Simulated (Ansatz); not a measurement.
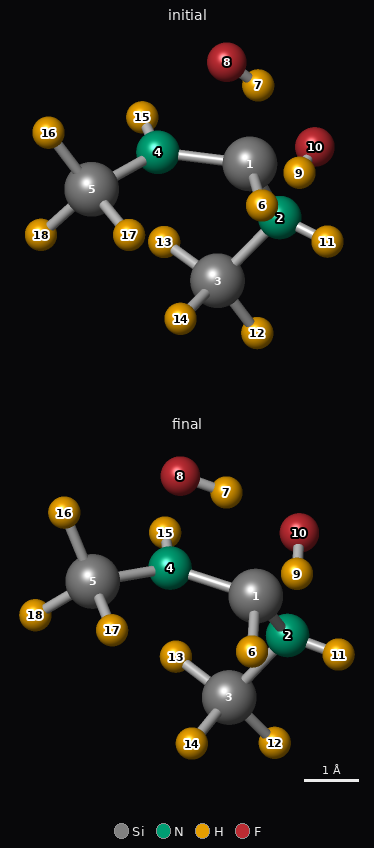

The structure of Si3N2H11F2 (multiplicity 2) (started from a transition state, displaced along its imaginary mode) before (top) and after (bottom) a relaxation, at one scale.

Style: ball-and-stick. Shown from a free direction.

Computed with UKS PBE0-D4/def2-TZVP in Ansatz.

Input
```yaml
crystal:
  periodic: [false, false, false]
  atoms:
    - {symbol: Si, position_ang: [0.082751, -0.396387, 1.359618]}
    - {symbol: N, position_ang: [1.458939, 0.241187, 0.438587]}
    - {symbol: Si, position_ang: [1.375842, 0.020887, -1.296506]}
    - {symbol: N, position_ang: [-1.322965, -0.264546, 0.361503]}
    - {symbol: Si, position_ang: [-2.198903, -1.570355, -0.366811]}
    - {symbol: H, position_ang: [0.323189, -1.842925, 1.589114]}
    - {symbol: H, position_ang: [0.158730, 2.599800, 1.158391]}
    - {symbol: F, position_ang: [-0.684958, 2.359283, 1.310292]}
    - {symbol: H, position_ang: [1.652296, 1.775446, 0.606082]}
    - {symbol: F, position_ang: [1.763084, 2.493936, 0.842684]}
    - {symbol: H, position_ang: [2.322768, -0.155626, 0.826139]}
    - {symbol: H, position_ang: [2.733193, 0.249308, -1.845882]}
    - {symbol: H, position_ang: [0.447845, 1.041602, -1.844401]}
    - {symbol: H, position_ang: [0.912206, -1.329054, -1.661275]}
    - {symbol: H, position_ang: [-1.700359, 0.668897, 0.258199]}
    - {symbol: H, position_ang: [-3.605342, -1.635373, 0.123559]}
    - {symbol: H, position_ang: [-1.478725, -2.821241, -0.006095]}
    - {symbol: H, position_ang: [-2.239391, -1.434638, -1.853198]}
basis:
  gaussian: {orbitals: def2-TZVP}
magnetization: {spin_polarized: true, initial_magnetization: 1}
hamiltonian: {xc: pbe0, dispersion: d4}
relax: {f_tol: 0.005, max_steps: 200}
```

Run as
```bash
ansatz run in.yaml --threads 4 --pin off --events-out ev --progress --plain --max-ram 66560MiB --backend cuda --devices 0, --max-vram 37GiB
```

> Describe what moved and what it gained.

The largest move after the best rigid fit is that of F8, 0.94 Å. Largest moves by element: F 0.94 Å, H 0.72 Å, Si 0.51 Å, N 0.27 Å. Among the contacts that change: H9–F10 0.765 → 1.001 Å, H7–F8 0.890 → 0.950 Å, N2–Si3 1.751 → 1.775 Å, Si1–N4 1.729 → 1.707 Å. Among the angles between lasting bonds that change: Si1–N2–H11 108.5° → 112.2°, N2–Si1–H6 107.7° → 110.3°, Si5–N4–H15 117.6° → 115.5°. Over 23 geometry steps the energy falls by 1.971 eV. Largest force component: 19 eV/Å at the start, 0.0048 eV/Å at the end. The run took about 60 s of wall time on a shared GPU.
